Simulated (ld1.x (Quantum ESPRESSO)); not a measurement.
# Pseudopotential generation for F: PAW, PBE

Task: generate the file, and judge it by its errors in other configurations, its logarithmic derivatives, its ghosts and its cutoff.

The numbers are computed with ld1.x (Quantum ESPRESSO) 7.5 (PBE, scalar-relativistic, spin-unpolarised reference atom).

## Step 1: Settings

The settings as typed:

* element: fluorine (F, Z = 9)
* type: PAW
* frozen core: [He]
* valence charge: 7
* reference configuration: 2s2 2p5
* partial waves: 2s (bound): rcut 0.40, rcutus 0.55 bohr; 2s channel at 0.6 Ry: rcut 0.40, rcutus 0.55 bohr; 2p (bound): rcut 1.00, rcutus 1.35 bohr; 2p channel at 0.7 Ry: rcut 1.00, rcutus 1.35 bohr
* local potential: all-electron potential smoothed inside 0.80 bohr (lloc = -1)
* core correction: Bessel-smoothed model core inside 0.40 bohr
* augmentation charge: PSQ, inside the norm-conserving radii

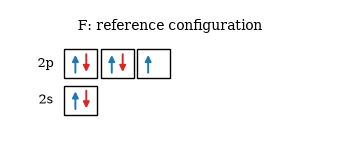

The outer shells as boxes. The arrows follow Hund's rule for the drawing; the calculation itself is spin-unpolarised.

The nodes and maxima of the atom's own shells, from an earlier all-electron run, set the scale for the radii.

All-electron outer shells of the reference configuration (PBE, scalar-relativistic, ld1.x):

```csv
shell,level (eV),outermost node (bohr),outermost maximum (bohr)
1s,-663.37,–,0.11
2s,-29.90,0.24,0.76
2p,-11.11,–,0.71
```

## Step 2: The generation run

Contents of F.in:

```
 &input
   title='F', zed=9., rel=1, dft='PBE', iswitch=3,
   config='[He] 2s2 2p5',
   nld=2, rlderiv=1.50, eminld=-4.0, emaxld=5.0, deld=0.02
 /
 &inputp
   pseudotype=3, lpaw=.true., tm=.true., lloc=-1, rcloc=0.80,
   nlcc=.true., new_core_ps=.true., rcore=0.40,
   which_augfun='PSQ', rmatch_augfun_nc=.true.,
   file_pseudopw='F.UPF', file_wfcaegen='ae.wfc', file_wfcncgen='nc.wfc', file_beta='beta', file_chi='chi', file_wfcusgen='us.wfc'
 /
4
2S  1  0   2.00   0.00  0.40  0.55  0.0
2S  1  0   0.00   0.60  0.40  0.55  0.0
2P  2  1   5.00   0.00  1.00  1.35  0.0
2P  2  1   0.00   0.70  1.00  1.35  0.0
 &test
   configts(1)='2s2 2p5'
 /
```

Launch:

```sh
$ ld1.x < F.in > F.out
```

The output, F.out (without the banner and most projector matrices):

```text
     Program LD1 v.7.5
     --------------------------- All-electron run ----------------------------

     F
     scalar relativistic calculation

     atomic number is  9.00
     dft =PBE   lsd =0 sic =0 latt =0  beta=0.20 tr2=1.0E-14
     Exchange-correlation= PBE
                           (   1   4   3   4   0   0   0)
     mesh =1105 r(mesh) =  99.76081 a.u. xmin = -7.00 dx = 0.01250
     1 Ry =  13.60569312 eV, c = 137.03599908

     n l     nl                  e(Ry)          e(Ha)          e(eV)
     1 0     1S 1( 2.00)       -48.7570       -24.3785      -663.3734
     2 0     2S 1( 2.00)        -2.1976        -1.0988       -29.8996
     2 1     2P 1( 5.00)        -0.8167        -0.4083       -11.1117

     final scf error:  6.3E-15 reached in  26 iterations

     Etot =    -199.489330 Ry,     -99.744665 Ha,   -2714.190600 eV

     Ekin =     199.322998 Ry,      99.661499 Ha,    2711.927538 eV
     Encl =    -477.724055 Ry,    -238.862027 Ha,   -6499.766885 eV
     Eh   =      99.339620 Ry,      49.669810 Ha,    1351.584389 eV
     Exc  =     -20.427893 Ry,     -10.213946 Ha,    -277.935642 eV

     normalization and overlap integrals

     s(1S/1S) =  1.000000  <r> =   0.1763  <r2> =    0.0420  r(max) =   0.1139
     s(2S/2S) =  1.000000  <r> =   1.0034  <r2> =    1.2282  r(max) =   0.7617
     s(2P/2P) =  1.000000  <r> =   1.1050  <r2> =    1.6384  r(max) =   0.7066

     ------------------------ End of All-electron run ------------------------

     --------------------- Generating PAW atomic setup --------------------

      Generating local potential from pseudized AE potential:
      Matching radius rcloc =   0.8000

      Local pseudo, rcloc= 0.801 Estimated cut-off energy=    38.03 Ry

      Computing core charge for nlcc:

       r > 0.40 : true rho core
      Core charge pseudized with two Bessel functions
      Integrated core pseudo-charge :   0.85
      Wfc-us  2S rcutus= 0.550  Estimated cut-off energy=   135.09 Ry
      Wfc-us  2S rcutus= 0.550  Estimated cut-off energy=   138.55 Ry
      Wfc-us  2P rcutus= 1.354  Estimated cut-off energy=    43.04 Ry
      Wfc-us  2P rcutus= 1.354  Estimated cut-off energy=    58.74 Ry

     Required augmentation: PSQ   radius:    1.350000

     Q pseudized with Bessel functions
     Expected ecutrho=    1045.8845 due to l1=  0   l2=  1

     Estimated PAW energy =  -59.076593 Ryd

     The PAW screened D coefficients
     1.15306     1.67168     0.00000     0.00000
     1.67168     2.41480     0.00000     0.00000
     0.00000     0.00000    -0.79265    -0.43461
     0.00000     0.00000    -0.43461    -0.22679

     The PAW descreened D coefficients (US)
     1.54976     2.18263     0.00000     0.00000
     2.18263     3.06885     0.00000     0.00000
     0.00000     0.00000     2.14783     1.67104
     0.00000     0.00000     1.67104     1.27899

     ------------------- End of pseudopotential generation -------------------

     [... the all-electron block is printed once more ...]


     Computing logarithmic derivative in   1.50538
     Computing logarithmic derivative in   1.50538
     Computing the partial wave expansion
     R is outside the sphere for l=    0 j= 0.00
     R is outside the sphere for l=    0 j= 0.00
     R is outside the sphere for l=    1 j= 0.00
     R is outside the sphere for l=    1 j= 0.00

     ---------------------- Testing the pseudopotential ----------------------

     F
     scalar relativistic calculation

     atomic number is  9.00   valence charge is  7.00
     dft = SLA  PW   PBX  PBC   lsd =0 sic =0 latt =0  beta=0.20 tr2=1.0E-14
     mesh =1105 r(mesh) =  99.76081 xmin = -7.00 dx = 0.01250

     n l     nl             e AE (Ry)        e PS (Ry)    De AE-PS (Ry)
     1 0     2S   1( 2.00)       -2.19758       -2.19764        0.00005
     2 1     2P   1( 5.00)       -0.81670       -0.81670        0.00000

     eps = 2.3E-16  iter =  4

     Etot =    -199.489330 Ry,     -99.744665 Ha,   -2714.190600 eV
     Etotps =   -59.076716 Ry,     -29.538358 Ha,    -803.779664 eV

     Ekin =      50.391580 Ry,      25.195790 Ha,     685.612378 eV
     Encl =    -131.495730 Ry,     -65.747865 Ha,   -1789.090552 eV
     Ehrt =      42.455323 Ry,      21.227661 Ha,     577.634091 eV
     Ecxc =     -20.427888 Ry,     -10.213944 Ha,    -277.935581 eV
     (Ecc =      -2.383915 Ry,      -1.191958 Ha,     -32.434822 eV)

     ---------------------- End of pseudopotential test ----------------------
```

Wall time 1.1 s (1 thread, shared host). (Generation and the later configuration tests together.)

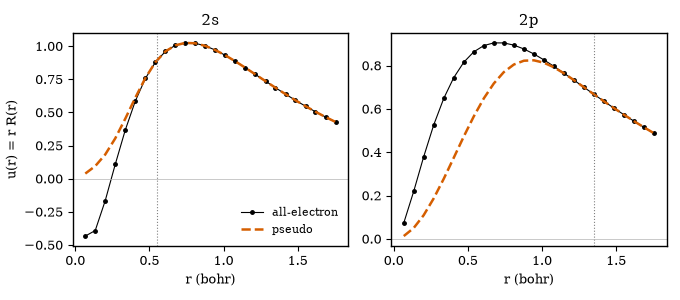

Bound waves of the atom and their pseudo partners (2s, 2p), with the matching radii dotted. The curves join 26 sampled radii.

## Step 3: Configuration tests

Contents of F.test.in:

```
 &input
   title='F', zed=9., rel=1, dft='PBE', iswitch=2,
   config='[He] 2s2 2p5'
 /
 &test
   file_pseudo='F.UPF', nconf=8,
   configts(1)='2s2 2p5',
   configts(2)='2s2 2p4',
   configts(3)='2s2 2p3',
   configts(4)='2s2 2p2',
   configts(5)='2s1 2p5',
   configts(6)='2s2 2p5.3',
   configts(7)='2s2 2p4.5',
   configts(8)='2s1 2p6'
 /
```

Launch:

```sh
$ ld1.x < F.test.in > F.test.out
```

F.test.out, the pseudopotential blocks:

```text
     ---------------------- Testing the pseudopotential ----------------------

     F
     scalar relativistic calculation

     atomic number is  9.00   valence charge is  7.00
     dft =SLA  PW   PBX  PBC   lsd =0 sic =0 latt =0  beta=0.20 tr2=1.0E-14
     mesh =1105 r(mesh) =  99.76081 xmin = -7.00 dx = 0.01250

     n l     nl             e AE (Ry)        e PS (Ry)    De AE-PS (Ry)
     1 0     2S   1( 2.00)       -2.19758       -2.19764        0.00005
     2 1     2P   1( 5.00)       -0.81670       -0.81670        0.00000

     eps = 2.3E-16  iter =  4

     Etot =    -199.489330 Ry,     -99.744665 Ha,   -2714.190600 eV
     Etotps =   -59.076716 Ry,     -29.538358 Ha,    -803.779664 eV

     Ekin =      50.391580 Ry,      25.195790 Ha,     685.612378 eV
     Encl =    -131.495730 Ry,     -65.747865 Ha,   -1789.090552 eV
     Ehrt =      42.455323 Ry,      21.227661 Ha,     577.634091 eV
     Ecxc =     -20.427888 Ry,     -10.213944 Ha,    -277.935581 eV
     (Ecc =      -2.383915 Ry,      -1.191958 Ha,     -32.434822 eV)

     ---------------------- End of pseudopotential test ----------------------

     ---------------------- Testing the pseudopotential ----------------------

     F
     scalar relativistic calculation

     atomic number is  9.00   valence charge is  7.00
     dft =SLA  PW   PBX  PBC   lsd =0 sic =0 latt =0  beta=0.20 tr2=1.0E-14
     mesh =1105 r(mesh) =  99.76081 xmin = -7.00 dx = 0.01250

     n l     nl             e AE (Ry)        e PS (Ry)    De AE-PS (Ry)
     1 0     2S   1( 2.00)       -3.48292       -3.48309        0.00017
     2 1     2P   1( 4.00)       -2.08065       -2.08080        0.00015

     eps = 3.5E-15  iter =  7

     Etot =    -198.064175 Ry,     -99.032088 Ha,   -2694.800384 eV
     Etotps =   -57.651418 Ry,     -28.825709 Ha,    -784.387503 eV
     dEtot_ae =       1.425155 Ry
     dEtot_ps =       1.425298 Ry,   Delta E=      -0.000143 Ry

     Ekin =      48.971091 Ry,      24.485545 Ha,     666.285631 eV
     Encl =    -121.121221 Ry,     -60.560610 Ha,   -1647.938162 eV
     Ehrt =      33.911888 Ry,      16.955944 Ha,     461.394740 eV
     Ecxc =     -19.413176 Ry,      -9.706588 Ha,    -264.129713 eV
     (Ecc =      -2.383915 Ry,      -1.191958 Ha,     -32.434822 eV)

     ---------------------- End of pseudopotential test ----------------------

     ---------------------- Testing the pseudopotential ----------------------

     F
     scalar relativistic calculation

     atomic number is  9.00   valence charge is  7.00
     dft =SLA  PW   PBX  PBC   lsd =0 sic =0 latt =0  beta=0.20 tr2=1.0E-14
     mesh =1105 r(mesh) =  99.76081 xmin = -7.00 dx = 0.01250

     n l     nl             e AE (Ry)        e PS (Ry)    De AE-PS (Ry)
     1 0     2S   1( 2.00)       -4.99731       -4.99813        0.00081
     2 1     2P   1( 3.00)       -3.60167       -3.60247        0.00080

     eps = 8.0E-15  iter =  7

     Etot =    -195.242940 Ry,     -97.621470 Ha,   -2656.415526 eV
     Etotps =   -54.829625 Ry,     -27.414812 Ha,    -745.995047 eV
     dEtot_ae =       4.246390 Ry
     dEtot_ps =       4.247091 Ry,   Delta E=      -0.000701 Ry

     Ekin =      46.078569 Ry,      23.039284 Ha,     626.930867 eV
     Encl =    -107.951950 Ry,     -53.975975 Ha,   -1468.761105 eV
     Ehrt =      25.207727 Ry,      12.603864 Ha,     342.968605 eV
     Ecxc =     -18.163971 Ry,      -9.081985 Ha,    -247.133413 eV
     (Ecc =      -2.383915 Ry,      -1.191958 Ha,     -32.434822 eV)

     ---------------------- End of pseudopotential test ----------------------

     ---------------------- Testing the pseudopotential ----------------------

     F
     scalar relativistic calculation

     atomic number is  9.00   valence charge is  7.00
     dft =SLA  PW   PBX  PBC   lsd =0 sic =0 latt =0  beta=0.20 tr2=1.0E-14
     mesh =1105 r(mesh) =  99.76081 xmin = -7.00 dx = 0.01250

     n l     nl             e AE (Ry)        e PS (Ry)    De AE-PS (Ry)
     1 0     2S   1( 2.00)       -6.70364       -6.70586        0.00222
     2 1     2P   1( 2.00)       -5.34782       -5.34965        0.00183

     eps = 7.3E-15  iter =  8

     Etot =    -190.786158 Ry,     -95.393079 Ha,   -2595.777923 eV
     Etotps =   -50.371342 Ry,     -25.185671 Ha,    -685.337015 eV
     dEtot_ae =       8.703171 Ry
     dEtot_ps =       8.705374 Ry,   Delta E=      -0.002203 Ry

     Ekin =      41.472179 Ry,      20.736090 Ha,     564.257741 eV
     Encl =     -92.142498 Ry,     -46.071249 Ha,   -1253.662556 eV
     Ehrt =      17.038446 Ry,       8.519223 Ha,     231.819866 eV
     Ecxc =     -16.739468 Ry,      -8.369734 Ha,    -227.752066 eV
     (Ecc =      -2.383915 Ry,      -1.191958 Ha,     -32.434822 eV)

     ---------------------- End of pseudopotential test ----------------------

     ---------------------- Testing the pseudopotential ----------------------

     F
     scalar relativistic calculation

     atomic number is  9.00   valence charge is  7.00
     dft =SLA  PW   PBX  PBC   lsd =0 sic =0 latt =0  beta=0.20 tr2=1.0E-14
     mesh =1105 r(mesh) =  99.76081 xmin = -7.00 dx = 0.01250

     n l     nl             e AE (Ry)        e PS (Ry)    De AE-PS (Ry)
     1 0     2S   1( 1.00)       -3.49542       -3.49567        0.00025
     2 1     2P   1( 5.00)       -2.08974       -2.08987        0.00013

     eps = 2.8E-15  iter =  7

     Etot =    -196.660171 Ry,     -98.330085 Ha,   -2675.697932 eV
     Etotps =   -56.247345 Ry,     -28.123673 Ha,    -765.284122 eV
     dEtot_ae =       2.829159 Ry
     dEtot_ps =       2.829370 Ry,   Delta E=      -0.000211 Ry

     Ekin =      47.456737 Ry,      23.728368 Ha,     645.681797 eV
     Encl =    -118.258078 Ry,     -59.129039 Ha,   -1608.983112 eV
     Ehrt =      33.831822 Ry,      16.915911 Ha,     460.305388 eV
     Ecxc =     -19.277827 Ry,      -9.638913 Ha,    -262.288194 eV
     (Ecc =      -2.383915 Ry,      -1.191958 Ha,     -32.434822 eV)

     ---------------------- End of pseudopotential test ----------------------

     ---------------------- Testing the pseudopotential ----------------------

     F
     scalar relativistic calculation

     atomic number is  9.00   valence charge is  7.00
     dft =SLA  PW   PBX  PBC   lsd =0 sic =0 latt =0  beta=0.20 tr2=1.0E-14
     mesh =1105 r(mesh) =  99.76081 xmin = -7.00 dx = 0.01250

     n l     nl             e AE (Ry)        e PS (Ry)    De AE-PS (Ry)
     1 0     2S   1( 2.00)       -1.86725       -1.86731        0.00006
     2 1     2P   1( 5.30)       -0.49676       -0.49677        0.00000

     eps = 9.2E-17  iter = 10

     Etot =    -199.685554 Ry,     -99.842777 Ha,   -2716.860368 eV
     Etotps =   -59.272960 Ry,     -29.636480 Ha,    -806.449710 eV
     dEtot_ae =      -0.196224 Ry
     dEtot_ps =      -0.196245 Ry,   Delta E=       0.000021 Ry

     Ekin =      50.575491 Ry,      25.287746 Ha,     688.114610 eV
     Encl =    -134.012927 Ry,     -67.006463 Ha,   -1823.338754 eV
     Ehrt =      44.838461 Ry,      22.419231 Ha,     610.058346 eV
     Ecxc =     -20.673986 Ry,     -10.336993 Ha,    -281.283913 eV
     (Ecc =      -2.383915 Ry,      -1.191958 Ha,     -32.434822 eV)

     ---------------------- End of pseudopotential test ----------------------

     ---------------------- Testing the pseudopotential ----------------------

     F
     scalar relativistic calculation

     atomic number is  9.00   valence charge is  7.00
     dft =SLA  PW   PBX  PBC   lsd =0 sic =0 latt =0  beta=0.20 tr2=1.0E-14
     mesh =1105 r(mesh) =  99.76081 xmin = -7.00 dx = 0.01250

     n l     nl             e AE (Ry)        e PS (Ry)    De AE-PS (Ry)
     1 0     2S   1( 2.00)       -2.80814       -2.80821        0.00007
     2 1     2P   1( 4.50)       -1.41356       -1.41359        0.00003

     eps = 9.1E-15  iter =  7

     Etot =    -198.934914 Ry,     -99.467457 Ha,   -2706.647396 eV
     Etotps =   -58.522250 Ry,     -29.261125 Ha,    -796.235777 eV
     dEtot_ae =       0.554415 Ry
     dEtot_ps =       0.554465 Ry,   Delta E=      -0.000050 Ry

     Ekin =      49.847709 Ry,      24.923854 Ha,     678.212631 eV
     Encl =    -126.673239 Ry,     -63.336619 Ha,   -1723.477214 eV
     Ehrt =      38.257626 Ry,      19.128813 Ha,     520.521515 eV
     Ecxc =     -19.954346 Ry,      -9.977173 Ha,    -271.492709 eV
     (Ecc =      -2.383915 Ry,      -1.191958 Ha,     -32.434822 eV)

     ---------------------- End of pseudopotential test ----------------------

     ---------------------- Testing the pseudopotential ----------------------

     F
     scalar relativistic calculation

     atomic number is  9.00   valence charge is  7.00
     dft =SLA  PW   PBX  PBC   lsd =0 sic =0 latt =0  beta=0.20 tr2=1.0E-14
     mesh =1105 r(mesh) =  99.76081 xmin = -7.00 dx = 0.01250

     n l     nl             e AE (Ry)        e PS (Ry)    De AE-PS (Ry)
     1 0     2S   1( 1.00)       -2.23280       -2.23292        0.00011
     2 1     2P   1( 6.00)       -0.84819       -0.84819       -0.00000

     eps = 1.7E-15  iter = 10

     Etot =    -198.106554 Ry,     -99.053277 Ha,   -2695.376983 eV
     Etotps =   -57.693848 Ry,     -28.846924 Ha,    -784.964789 eV
     dEtot_ae =       1.382775 Ry
     dEtot_ps =       1.382868 Ry,   Delta E=      -0.000092 Ry

     Ekin =      48.898810 Ry,      24.449405 Ha,     665.302201 eV
     Encl =    -128.525914 Ry,     -64.262957 Ha,   -1748.684149 eV
     Ehrt =      42.203041 Ry,      21.101520 Ha,     574.201621 eV
     Ecxc =     -20.269784 Ry,     -10.134892 Ha,    -275.784463 eV
     (Ecc =      -2.383915 Ry,      -1.191958 Ha,     -32.434822 eV)

     ---------------------- End of pseudopotential test ----------------------
```

The tests as a table, with energies relative to 2s2 2p5.

| valence configuration | charge | ΔE all-electron (eV) | error AE − PS (meV) |
| --- | --- | --- | --- |
| 2s2 2p4 | +1 | 19.390 | -1.9 |
| 2s2 2p3 | +2 | 57.775 | -9.5 |
| 2s2 2p2 | +3 | 118.413 | -30 |
| 2s1 2p5 | +1 | 38.493 | -2.9 |
| 2s2 2p5.3 | -0.3 | -2.670 | +0.3 |
| 2s2 2p4.5 | +0.5 | 7.543 | -0.7 |
| 2s1 2p6 | 0 | 18.814 | -1.3 |

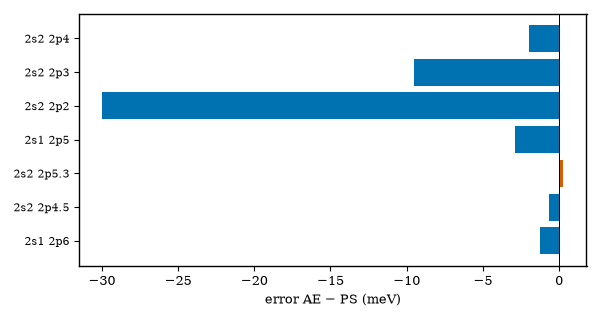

Error of the potential in each test configuration.

## Step 4: Does it scatter like the atom?

Taken from the files of the generation run. The phase is arctan(r·u′/u) with u = r·R, unwrapped, with energies in Ry. A pole is an energy at which the radial function vanishes at the test radius. The pseudo phase is shifted by a multiple of π to meet the all-electron one at the reference energy. Levels narrower than the energy grid can be missing from the poles. The last column is the largest difference on the grid between −1 and +1 Ry.

```tsv
channel	radius (bohr)	reference (Ry)	poles AE	poles PS	window around the reference with phases within 0.05 rad (Ry)	largest difference near zero (rad)
s	1.50	-2.20	-0.86	-0.86	the whole range	0.000
p	1.50	-0.82	0.46	0.46	the whole range	0.000
```

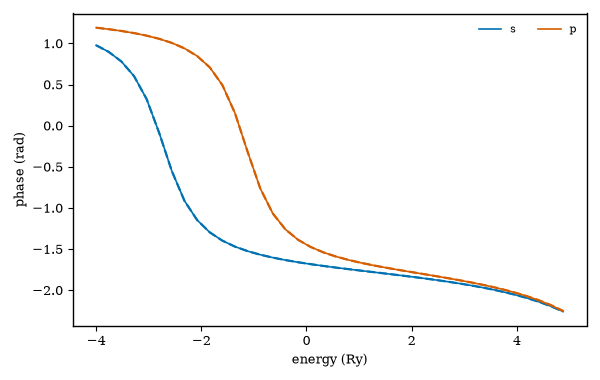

Phases by channel: all-electron solid, pseudo dashed.

## Step 5: Plane-wave convergence, by spherical Bessel functions

This step uses the generator's waves and projectors in a separate script. Basis: spherical Bessel functions vanishing at 20 bohr, q² up to the cutoff; potential fixed at the reference.

All-electron valence levels (Ry): 2s -2.1976, 2p -0.8167. The lowest levels of each channel (Ry) by cutoff; the last column sums, over occupied levels, occupation times the distance from the level at 400 Ry. A positive value at high cutoff is not a bound level.

```csv
cutoff (Ry),s #1,s #2,p #1,d #1,f #1,Σ f·Δε (mRy)
8,-2.2445,-0.0102,-0.1338,0.0806,0.1213,3508.4
21,-2.5569,-0.0186,-0.7071,0.0806,0.1213,1266.9
45,-2.6172,-0.0214,-0.8163,0.0806,0.1213,841.4
80,-10.0852,-1.9968,-0.8167,0.0806,0.1213,401.7
120,-26.9032,-2.1926,-0.8167,0.0806,0.1213,10.0
140,-30.5050,-2.1966,-0.8167,0.0806,0.1213,2.0
200,-33.5532,-2.1971,-0.8167,0.0806,0.1213,0.9
260,-33.7593,-2.1974,-0.8167,0.0806,0.1213,0.2
400,-33.8993,-2.1975,-0.8167,0.0806,0.1213,0.0
```

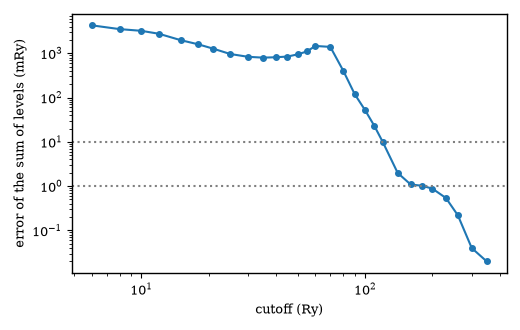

Occupation-weighted error of the valence levels against the cutoff; the dotted lines mark 10 and 1 mRy.

The sum stays within 10 mRy from 120 Ry and within 1 mRy from 200 Ry. The sum leaves out empty levels, which can need more. Ghost test: ghost state, bound below the all-electron valence or empty levels of the same l: s at -461.2 eV.

## Step 6: What came out

| quantity | value |
| --- | --- |
| cutoffs for 10 and 1 mRy, occupied levels | 120 Ry and 200 Ry |
| bound ghosts | s at -461.22 eV |
| largest test error (AE − PS) | -30 meV, for 2s2 2p2 |
| largest phase difference near zero energy, channels read | 0.000 rad |
| lowest eigenvalue of the overlap (Bessel basis) | 0.709 (s) |
| density cutoff estimated by the generator | 1046 Ry |

**Reading.** It has a bound ghost (s), a state that the atom doesn't have, and that rules the file out. By total energies transferability is fair: the largest error is 30 meV on 118.4 eV, for 2s2 2p2. That test lies far up in energy; among those under 40 eV, nearer to bonding, the largest error is 2.9 meV. The potential is hard: the looser tolerance needs 120 Ry. The slowest occupied level is 2s: taken alone it needs 140 Ry to come within 1 mRy, against 45 Ry for 2p. Near zero energy the phases of the channels with partial waves agree within 0.001 rad. These are tests on the free atom; a crystal test is still owed.
